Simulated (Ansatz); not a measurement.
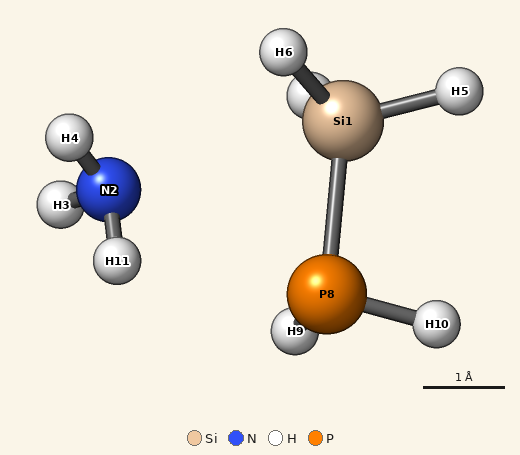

Fig. 1: The starting structure (ball-and-stick view, seen at a tilt; atoms are numbered from 1 in the order of the input). Bond lengths as drawn: H–N 1.01 to 1.03 Å, H–P 1.41 Å, H–Si 1.48 to 1.49 Å and P–Si 2.21 Å.

Run report: SiPNH8, geometry relaxation

- system: SiPNH8
- method: RHF/def2-SVP (Ansatz 0.2.0)

It belongs to a series of runs on one base structure; here: end point B relaxed. Figures and captions count atoms from 1; the log counts them from 0 in places.

## Log
```
The last accepted step is kept in [file] (removed where the run ends without a failure and the disk answers)
Engine: ansatz 0.2.0, aarch64-unknown-linux-gnu
Functional definition: HF
  exchange = exact_x
  correlation = 0
950 factors; integrals over basis functions are off by at most 4.3e-4 eV
mean field evaluation 1: about -18733.2753 eV, gradient 2.9e1 eV
mean field evaluation 2: about -18733.3195 eV, gradient 2.9e1 eV
mean field evaluation 4: about -18735.6592 eV, gradient 2.8e0 eV
mean field evaluation 8: about -18735.6996 eV, gradient 1.1e-1 eV
mean field -18735.69965786 eV, -688.5242629131 hartree, gradient 1.5e-5 eV, S^2 0.000000; 0 other end points of the search recorded, 0 dependent functions left out
the calculation of the forces begins
reference -18735.69965786 eV, -688.5242629131 hartree; 22, 22 occupied and 68, 68 virtual orbitals, 950 factors
relax step   1: F+E_penalty+E_count = -18735.69965786 eV  Δ(F+E_penalty+E_count) = +0.000e0 eV  max|allowed force component| = 8.938e-1 eV/Å  Δτ_max = 0.0000 Å  (31 SCF iters, accepted)
these checks for a lower state are left out or cut short: starts, cluster_reference, orbital_swaps, neighbouring_geometries, increment
950 factors; integrals over basis functions are off by at most 4.5e-4 eV
mean field evaluation 16: about -18735.7945 eV, gradient 2.1e-4 eV
mean field -18735.79454915 eV, -688.5277501038 hartree, gradient 1.7e-5 eV, S^2 0.000000; 0 other end points of the search recorded, 0 dependent functions left out
[... from here on the field's lines of each further geometry are left out, up to the last ...]
relax step   2: F+E_penalty+E_count = -18735.79454915 eV  Δ(F+E_penalty+E_count) = -9.489e-2 eV  max|allowed force component| = 4.688e-1 eV/Å  Δτ_max = 0.1968 Å  (28 SCF iters, accepted)
relax step   3: F+E_penalty+E_count = -18735.80660844 eV  Δ(F+E_penalty+E_count) = -1.206e-2 eV  max|allowed force component| = 6.857e-1 eV/Å  Δτ_max = 0.1917 Å  (28 SCF iters, accepted)
relax step   4: F+E_penalty+E_count = -18735.81133811 eV  Δ(F+E_penalty+E_count) = -4.730e-3 eV  max|allowed force component| = 2.034e-1 eV/Å  Δτ_max = 0.1415 Å  (29 SCF iters, accepted)
relax step   5: F+E_penalty+E_count = -18735.82389501 eV  Δ(F+E_penalty+E_count) = -1.256e-2 eV  max|allowed force component| = 1.190e-1 eV/Å  Δτ_max = 0.0591 Å  (29 SCF iters, accepted)
relax step   6: F+E_penalty+E_count = -18735.82456675 eV  Δ(F+E_penalty+E_count) = -6.717e-4 eV  max|allowed force component| = 8.488e-2 eV/Å  Δτ_max = 0.0160 Å  (24 SCF iters, accepted)
relax step   7: F+E_penalty+E_count = -18735.82516950 eV  Δ(F+E_penalty+E_count) = -6.028e-4 eV  max|allowed force component| = 2.065e-1 eV/Å  Δτ_max = 0.0828 Å  (28 SCF iters, accepted)
relax step   8: F+E_penalty+E_count = -18735.82677426 eV  Δ(F+E_penalty+E_count) = -1.605e-3 eV  max|allowed force component| = 1.420e-2 eV/Å  Δτ_max = 0.0384 Å  (30 SCF iters, accepted)
relax step   9: F+E_penalty+E_count = -18735.82511308 eV  Δ(F+E_penalty+E_count) = +1.661e-3 eV  max|allowed force component| = 1.761e-1 eV/Å  Δτ_max = 0.0786 Å  (29 SCF iters, rejected (line search))
relax step  10: F+E_penalty+E_count = -18735.82687842 eV  Δ(F+E_penalty+E_count) = -1.042e-4 eV  max|allowed force component| = 9.853e-2 eV/Å  Δτ_max = 0.0381 Å  (29 SCF iters, accepted)
relax step  11: F+E_penalty+E_count = -18735.82703697 eV  Δ(F+E_penalty+E_count) = -1.585e-4 eV  max|allowed force component| = 3.901e-2 eV/Å  Δτ_max = 0.0214 Å  (29 SCF iters, accepted)
the calculation of the forces begins
reference -18735.82713183 eV, -688.5289474950 hartree; 22, 22 occupied and 68, 68 virtual orbitals, 950 factors
relax step  12: F+E_penalty+E_count = -18735.82713183 eV  Δ(F+E_penalty+E_count) = -9.486e-5 eV  max|allowed force component| = 1.925e-2 eV/Å  Δτ_max = 0.0118 Å  (24 SCF iters, accepted)
950 factors; integrals over basis functions are off by at most 4.7e-4 eV
mean field evaluation 96: about -18735.8260 eV, gradient 3.7e-1 eV
```

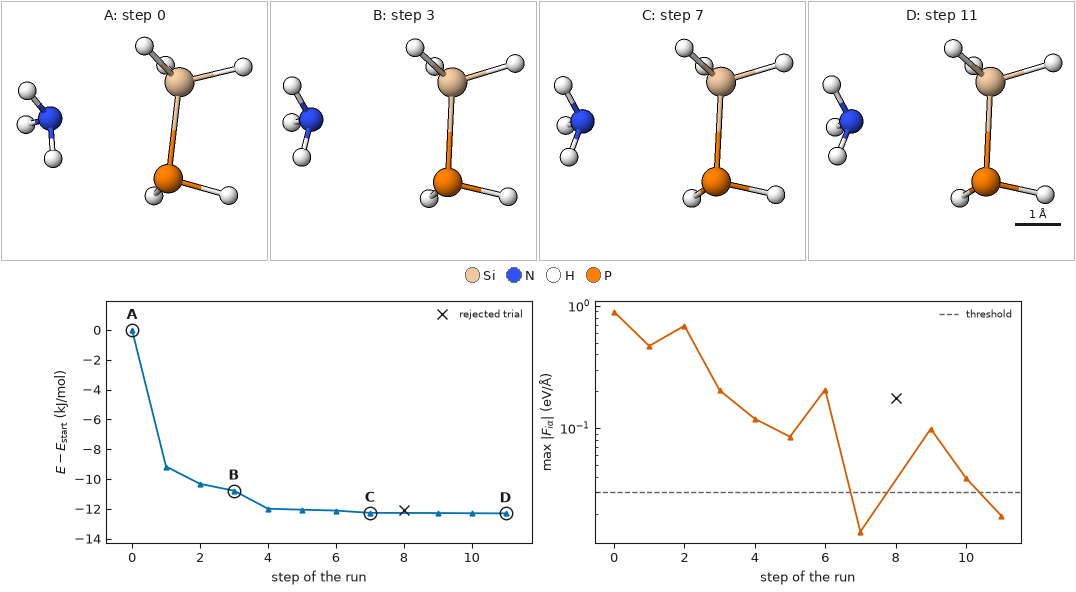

Fig. 2: Frames of the relaxation (ball-and-stick view, seen on its broad side) above the curves, on which the letters mark them (the first geometry is step 0 here and step 1 in the log).

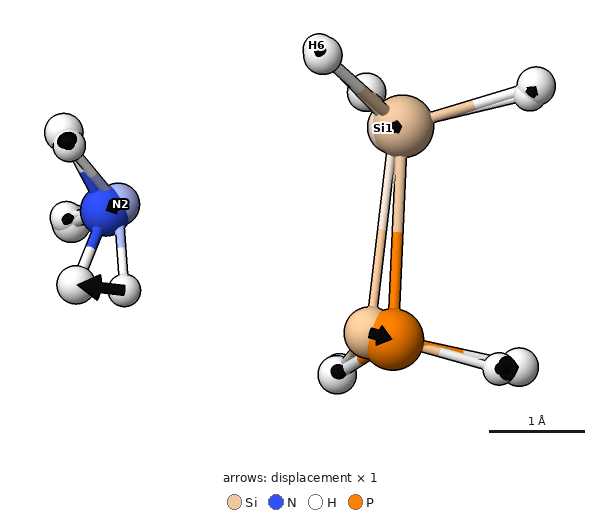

Fig. 3: Start (faint) and end (solid) with the displacements as black arrows, at true length (ball-and-stick view, seen on its broad side). The two geometries are laid on each other by the best rigid fit. After 11 geometry steps the energy has fallen by 12.3 kJ/mol. The largest force component goes from 0.89 to 0.019 eV/Å. The line search rejected the trial step at point 8 (counted from 0) and went back. The largest move after the best rigid fit is that of H11, 0.52 Å. By element the largest moves are H 0.52 Å, P 0.26 Å, N 0.15 Å, Si 0.10 Å. Among the contacts that change: Si1–P8 2.215 → 2.281 Å, N2–H11 1.028 → 1.006 Å. (Atoms are counted from 1 in the order of the input.)

```
mean field -18735.82713183 eV, -688.5289474950 hartree, gradient 2.4e-5 eV, S^2 0.000000; 1 other end points of the search recorded, 0 dependent functions left out
the calculation of the forces begins
reference -18735.82713183 eV, -688.5289474950 hartree; 22, 22 occupied and 68, 68 virtual orbitals, 950 factors
Total energy: -18735.82713183 eV, -688.5289474950 hartree
Atom 0 at     0.553332    -0.283535    -0.524105 Å, force     0.009503     0.013786     0.001129 eV/Å
Atom 1 at    -0.232284    -0.315767     2.634983 Å, force    -0.015559    -0.012878     0.011995 eV/Å
Atom 2 at    -1.065993    -0.819512     2.887278 Å, force     0.014902     0.002280    -0.003463 eV/Å
Atom 3 at    -0.424762     0.661687     2.772656 Å, force     0.002116     0.008417    -0.004254 eV/Å
Atom 4 at     0.991909    -0.190139    -1.941811 Å, force    -0.000749     0.000625    -0.002539 eV/Å
Atom 5 at     0.761544     1.047209     0.085155 Å, force    -0.001196     0.000495    -0.001130 eV/Å
Atom 6 at    -0.885647    -0.627789    -0.510706 Å, force    -0.001964    -0.003556    -0.002343 eV/Å
Atom 7 at     1.861791    -1.857080     0.484296 Å, force    -0.019246    -0.014660    -0.011427 eV/Å
Atom 8 at     0.814480    -2.653287     0.991303 Å, force     0.016429    -0.002584    -0.002044 eV/Å
Atom 9 at     2.088544    -2.640807    -0.671584 Å, force    -0.003283     0.006004     0.015823 eV/Å
Atom 10 at     0.481986    -0.572179     3.295535 Å, force    -0.000952     0.002072    -0.001747 eV/Å
Dipole moment:    -0.335340     0.062745     0.421776 e Å
```

## Trajectory as extended XYZ (Å, eV, eV/Å), 12 frames, from step=1 to step=12
```
11
Properties=species:S:1:pos:R:3:forces:R:3 step=1 energy=-18735.69966
Si    0.4907   -0.2938   -0.4475   -0.5466   0.6968  -0.6331
N    -0.2503   -0.3140    2.4839    0.7567  -0.4563   0.4602
H    -1.0582   -0.7248    2.9201    0.0028   0.0006  -0.0036
H    -0.1865    0.6397    2.7981   -0.0112  -0.0185   0.0007
H     0.9919   -0.2626   -1.8506    0.0025   0.0015   0.0045
H     0.6766    1.0713    0.0892    0.0026   0.0109  -0.0088
H    -0.9451   -0.6415   -0.4995   -0.0004  -0.0004  -0.0019
P     1.7120   -1.7651    0.6700    0.6688  -0.8027   0.3151
H     0.6816   -2.6924    0.9328    0.0107   0.0044   0.0074
H     2.2531   -2.4619   -0.4325    0.0079  -0.0092  -0.0165
H     0.5791   -0.8061    2.8391   -0.8938   0.5729  -0.1240
11
Properties=species:S:1:pos:R:3:forces:R:3 step=2 energy=-18735.79455
Si    0.4914   -0.2822   -0.4954    0.0137   0.0699  -0.1661
N    -0.2426   -0.3165    2.5565    0.3394  -0.1427   0.3563
H    -1.0879   -0.7120    2.9365    0.0810   0.0342  -0.0290
H    -0.2245    0.6584    2.8133   -0.0206  -0.1169  -0.0330
H     0.9924   -0.2499   -1.8961   -0.0412   0.0307  -0.0210
H     0.6808    1.0768    0.0575    0.0007  -0.0260   0.0092
H    -0.9446   -0.6325   -0.5279    0.0063  -0.0026   0.0077
P     1.7543   -1.8093    0.6187    0.1068  -0.0704   0.1645
H     0.7096   -2.7147    0.9037    0.0412  -0.0152  -0.0298
H     2.2737   -2.5080   -0.4909   -0.0585  -0.0263  -0.0852
H     0.5424   -0.7613    3.0272   -0.4688   0.2653  -0.1736
11
Properties=species:S:1:pos:R:3:forces:R:3 step=3 energy=-18735.80661
Si    0.5086   -0.2877   -0.5288    0.0789  -0.0321   0.0281
N    -0.2257   -0.3269    2.6131    0.3548  -0.0328   0.6343
H    -1.1068   -0.7091    2.9294    0.2386   0.0488  -0.0526
H    -0.2590    0.6694    2.7953    0.0439  -0.3462  -0.0594
H     0.9866   -0.2368   -1.9366   -0.0152  -0.0009   0.0088
H     0.7000    1.0637    0.0415   -0.0137  -0.0063   0.0021
H    -0.9277   -0.6389   -0.5431   -0.0124   0.0050   0.0082
P     1.7771   -1.8275    0.5900   -0.0086   0.0669  -0.0281
H     0.7322   -2.7303    0.8829    0.0213   0.0164  -0.0223
H     2.2480   -2.5119   -0.5515   -0.0019  -0.0693  -0.0344
H     0.5115   -0.7152    3.2107   -0.6857   0.3504  -0.4848
11
Properties=species:S:1:pos:R:3:forces:R:3 step=4 energy=-18735.81134
Si    0.5489   -0.3015   -0.5176   -0.2034   0.0509  -0.1381
N    -0.2778   -0.2795    2.6604    0.1046  -0.1061  -0.0725
H    -1.1426   -0.6959    2.9602    0.0026   0.0411   0.0099
H    -0.3354    0.7098    2.8281   -0.0348   0.0027   0.0279
H     0.9596   -0.2252   -1.9447    0.0309   0.0413   0.0088
H     0.7235    1.0418    0.0762    0.1222  -0.0349  -0.0018
H    -0.8938   -0.6406   -0.4860    0.0731  -0.0704   0.0025
P     1.8640   -1.8688    0.4947   -0.0492  -0.1489   0.0744
H     0.8086   -2.7395    0.8386    0.0052   0.0255   0.1145
H     2.2356   -2.6084   -0.6542   -0.0144   0.1673  -0.0400
H     0.4542   -0.6434    3.2473   -0.0366   0.0312   0.0145
11
Properties=species:S:1:pos:R:3:forces:R:3 step=5 energy=-18735.82390
Si    0.5338   -0.2977   -0.5243   -0.0651   0.0281   0.0008
N    -0.2433   -0.3075    2.6480    0.1013  -0.1190   0.0000
H    -1.1226   -0.7118    2.9213   -0.0066   0.0361   0.0086
H    -0.3075    0.6860    2.7822   -0.0353   0.0331   0.0275
H     0.9688   -0.2237   -1.9442    0.0038   0.0086   0.0068
H     0.7328    1.0427    0.0684    0.0086  -0.0001  -0.0138
H    -0.9047   -0.6479   -0.5027    0.0230   0.0032  -0.0066
P     1.8305   -1.8506    0.5272    0.0172  -0.0506   0.0018
H     0.7868   -2.7325    0.8787    0.0033   0.0238   0.0207
H     2.2129   -2.5568   -0.6366    0.0092  -0.0031  -0.0031
H     0.4574   -0.6513    3.2850   -0.0593   0.0399  -0.0428
11
Properties=species:S:1:pos:R:3:forces:R:3 step=6 energy=-18735.82457
Si    0.5312   -0.2945   -0.5205   -0.0220   0.0045   0.0004
N    -0.2362   -0.3142    2.6414    0.0638  -0.0849  -0.0155
H    -1.1161   -0.7204    2.9097   -0.0128   0.0266   0.0083
H    -0.3083    0.6800    2.7674   -0.0313   0.0331   0.0248
H     0.9675   -0.2200   -1.9399   -0.0004   0.0054  -0.0003
H     0.7335    1.0464    0.0696    0.0010  -0.0006  -0.0036
H    -0.9071   -0.6441   -0.5000    0.0158   0.0052  -0.0026
P     1.8297   -1.8499    0.5294    0.0027  -0.0225  -0.0005
H     0.7845   -2.7260    0.8906    0.0111   0.0178   0.0105
H     2.2075   -2.5607   -0.6333   -0.0027  -0.0052  -0.0024
H     0.4587   -0.6478    3.2887   -0.0252   0.0207  -0.0191
11
Properties=species:S:1:pos:R:3:forces:R:3 step=7 energy=-18735.82517
Si    0.5450   -0.2895   -0.5232   -0.0294   0.0538   0.0047
N    -0.2371   -0.3060    2.6332    0.1526  -0.2065  -0.0210
H    -1.0959   -0.7710    2.8657   -0.0904  -0.0301   0.0167
H    -0.3682    0.6710    2.8103   -0.0334   0.2032   0.0331
H     0.9625   -0.2209   -1.9485    0.0068  -0.0083  -0.0032
H     0.7637    1.0528    0.0573   -0.0025  -0.0034   0.0023
H    -0.8945   -0.6301   -0.4831    0.0057  -0.0039  -0.0097
P     1.8538   -1.8459    0.5087    0.0348   0.0365   0.0071
H     0.8081   -2.6767    0.9528   -0.0404  -0.0364   0.0324
H     2.1449   -2.6004   -0.6488    0.0201  -0.0340  -0.0351
H     0.4626   -0.6344    3.2785   -0.0239   0.0292  -0.0274
11
Properties=species:S:1:pos:R:3:forces:R:3 step=8 energy=-18735.82677
Si    0.5461   -0.2844   -0.5205    0.0015  -0.0142   0.0001
N    -0.2324   -0.3171    2.6307    0.0011   0.0024   0.0077
H    -1.0871   -0.7852    2.8800    0.0046  -0.0012   0.0002
H    -0.3805    0.6673    2.7741   -0.0013  -0.0014  -0.0020
H     0.9765   -0.2001   -1.9410    0.0074   0.0010  -0.0060
H     0.7538    1.0516    0.0769    0.0003   0.0038   0.0063
H    -0.8910   -0.6340   -0.4987   -0.0096   0.0041  -0.0025
P     1.8557   -1.8509    0.4996   -0.0043   0.0012  -0.0025
H     0.8102   -2.6706    0.9708    0.0013   0.0024   0.0058
H     2.1226   -2.6187   -0.6572    0.0032  -0.0002  -0.0066
H     0.4710   -0.6091    3.2882   -0.0041   0.0020  -0.0004
11
Properties=species:S:1:pos:R:3:forces:R:3 step=9 energy=-18735.82511 accepted=F
Si    0.5573   -0.2794   -0.5261    0.0245   0.0138  -0.0018
N    -0.2268   -0.3115    2.6310   -0.1761   0.0786   0.0948
H    -1.0603   -0.8403    2.8441    0.1629   0.0836  -0.0262
H    -0.4442    0.6594    2.8019    0.0461  -0.1614  -0.0432
H     0.9823   -0.1939   -1.9483    0.0039  -0.0032  -0.0072
H     0.7759    1.0536    0.0736   -0.0037   0.0023   0.0063
H    -0.8814   -0.6205   -0.4992   -0.0186  -0.0073   0.0006
P     1.8751   -1.8508    0.4738   -0.0808  -0.1362  -0.0578
H     0.8316   -2.6287    1.0275    0.0929   0.0539  -0.0489
H     2.0598   -2.6617   -0.6769   -0.0181   0.0741   0.1045
H     0.4755   -0.5775    3.3016   -0.0330   0.0017  -0.0212
11
Properties=species:S:1:pos:R:3:forces:R:3 step=10 energy=-18735.82688
Si    0.5492   -0.2851   -0.5276    0.0258  -0.0041  -0.0029
N    -0.2314   -0.3209    2.6432   -0.0349   0.0791   0.0332
H    -1.0793   -0.8011    2.8967    0.0425   0.0157  -0.0051
H    -0.4027    0.6652    2.7623    0.0170  -0.0985  -0.0107
H     0.9909   -0.1902   -1.9443   -0.0024   0.0035   0.0011
H     0.7549    1.0450    0.0838   -0.0053   0.0053   0.0010
H    -0.8895   -0.6301   -0.5185   -0.0042  -0.0059   0.0051
P     1.8604   -1.8551    0.4845   -0.0283  -0.0264  -0.0112
H     0.8173   -2.6642    0.9811    0.0200   0.0139  -0.0054
H     2.1028   -2.6332   -0.6724   -0.0052   0.0127   0.0162
H     0.4722   -0.5815    3.3143   -0.0251   0.0049  -0.0213
11
Properties=species:S:1:pos:R:3:forces:R:3 step=11 energy=-18735.82704
Si    0.5543   -0.2821   -0.5274   -0.0085  -0.0066   0.0010
N    -0.2326   -0.3173    2.6394   -0.0296   0.0234   0.0288
H    -1.0714   -0.8156    2.8880    0.0375   0.0122  -0.0069
H    -0.4207    0.6625    2.7735    0.0115  -0.0390  -0.0093
H     0.9905   -0.1895   -1.9460    0.0036  -0.0007   0.0020
H     0.7614    1.0495    0.0803    0.0034  -0.0017   0.0049
H    -0.8843   -0.6276   -0.5119   -0.0070   0.0008  -0.0038
P     1.8622   -1.8562    0.4810   -0.0021  -0.0354  -0.0141
H     0.8209   -2.6570    0.9949    0.0157   0.0227  -0.0162
H     2.0881   -2.6423   -0.6743   -0.0073   0.0196   0.0277
H     0.4765   -0.5757    3.3053   -0.0172   0.0048  -0.0142
11
Properties=species:S:1:pos:R:3:forces:R:3 step=12 energy=-18735.82713
Si    0.5533   -0.2835   -0.5241    0.0095   0.0138   0.0011
N    -0.2323   -0.3158    2.6350   -0.0156  -0.0129   0.0120
H    -1.0660   -0.8195    2.8873    0.0149   0.0023  -0.0035
H    -0.4248    0.6617    2.7727    0.0021   0.0084  -0.0043
H     0.9919   -0.1901   -1.9418   -0.0007   0.0006  -0.0025
H     0.7615    1.0472    0.0852   -0.0012   0.0005  -0.0011
H    -0.8856   -0.6278   -0.5107   -0.0020  -0.0036  -0.0023
P     1.8618   -1.8571    0.4843   -0.0192  -0.0147  -0.0114
H     0.8145   -2.6533    0.9913    0.0164  -0.0026  -0.0020
H     2.0885   -2.6408   -0.6716   -0.0033   0.0060   0.0158
H     0.4820   -0.5722    3.2955   -0.0010   0.0021  -0.0017
```

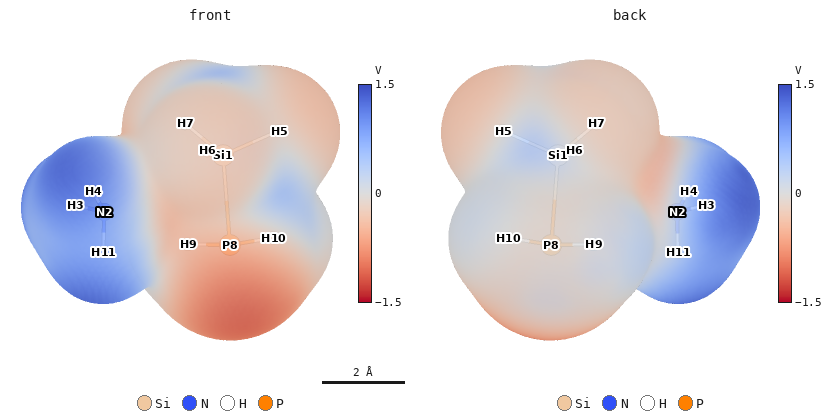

Fig. 4: The molecular electrostatic potential painted on the density surface at 0.001 e/bohr³, seen at a tilt and from behind; the colour scale runs from red (negative) to blue (positive). A positive charge is drawn to the negative regions and a negative charge to the positive ones.

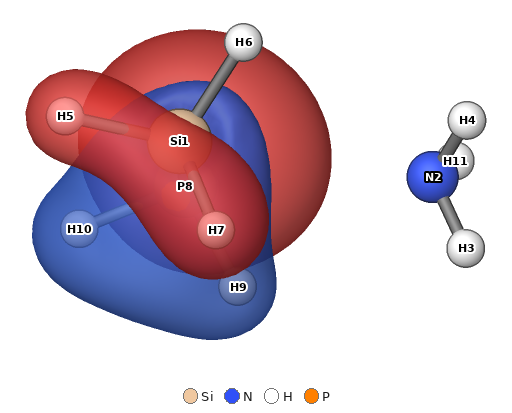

Fig. 5: One frontier orbital at ±0.08 Å⁻³ᐟ² (blue and red are the two phases), seen at an oblique angle. The HOMO, at −9.47 eV.

The run was set up as follows.

## The input
```yaml
crystal:
  periodic: [false, false, false]
  atoms:
    - { symbol: Si, position_ang: [0.490673, -0.293755, -0.447515] }
    - { symbol: "N", position_ang: [-0.250265, -0.313969, 2.483862] }
    - { symbol: H, position_ang: [-1.058198, -0.724809, 2.920133] }
    - { symbol: H, position_ang: [-0.186466, 0.639716, 2.798064] }
    - { symbol: H, position_ang: [0.991913, -0.262646, -1.850562] }
    - { symbol: H, position_ang: [0.676586, 1.071285, 0.0892] }
    - { symbol: H, position_ang: [-0.945051, -0.641516, -0.499462] }
    - { symbol: P, position_ang: [1.711996, -1.765068, 0.669966] }
    - { symbol: H, position_ang: [0.681595, -2.692368, 0.932779] }
    - { symbol: H, position_ang: [2.253056, -2.461926, -0.432521] }
    - { symbol: H, position_ang: [0.579061, -0.806144, 2.839055] }
basis:
  gaussian: { orbitals: def2-SVP }
hamiltonian:
  xc: hf
relax:
  f_tol: 0.03
  max_steps: 50
output:
  orbitals: {}
```

Launched with:
```bash
ansatz run input.yaml --threads 1 --pin off --max-ram 2048MiB --backend cpu --events-out ev --progress --plain --runs-dir out
```

## Key numbers

```json
{"quantity": "outcome", "value": "converged"}
{"quantity": "total energy", "value": "−18735.8271 eV"}
{"quantity": "mean-field energy", "value": "−18735.8271 eV"}
{"quantity": "largest force (length of the vector) at the end", "value": "0.027 eV/Å"}
{"quantity": "hardware", "value": "1 thread of Arm Neoverse V2, 24 GiB of memory available, shared host"}
{"quantity": "wall time", "value": "18 s"}
{"quantity": "peak memory", "value": "0.15 GiB"}
```
